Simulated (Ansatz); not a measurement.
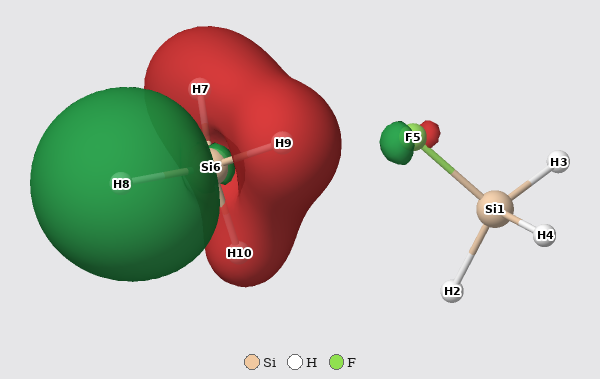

*FH3Si···SiH4. The HOMO at ±0.08 Å⁻³ᐟ² (green and red are the two phases), seen at a tilt.*

All numbers below come from RHF/def2-SVP (Ansatz).

Input

```
crystal:
  periodic: [false, false, false]
  atoms:
    - { symbol: Si, position_ang: [0.37542, -0.017069, -0.133806] }
    - { symbol: H, position_ang: [0.456801, 0.107374, 1.320627] }
    - { symbol: H, position_ang: [1.686301, 0.1318, -0.791165] }
    - { symbol: H, position_ang: [-0.576662, 0.972617, -0.664131] }
    - { symbol: F, position_ang: [-0.18811, -1.488639, -0.472691] }
    - { symbol: Si, position_ang: [-2.740466, 0.032247, 1.316254] }
    - { symbol: H, position_ang: [-2.922597, -0.70417, 0.048821] }
    - { symbol: H, position_ang: [-3.660908, -0.505902, 2.344506] }
    - { symbol: H, position_ang: [-3.033207, 1.469067, 1.097973] }
    - { symbol: H, position_ang: [-1.354673, -0.103325, 1.777711] }
basis:
  gaussian: { orbitals: def2-SVP }
hamiltonian:
  xc: hf
relax:
  f_tol: 0.03
  max_steps: 50
output:
  orbitals: {}
```

Launched as:

```sh
ansatz run input.yaml --threads 1 --pin off --max-ram 2048MiB --backend cpu --events-out ev --progress --plain --runs-dir out
```

The fields are those of the run's last geometry, not of the input's.

> Describe this orbital and give its energy.

By Hirshfeld shares it lies mainly on Si6 (about 40 %), H8 (about 40 %) and H7 (about 10 %). Its energy is −12.91 eV.
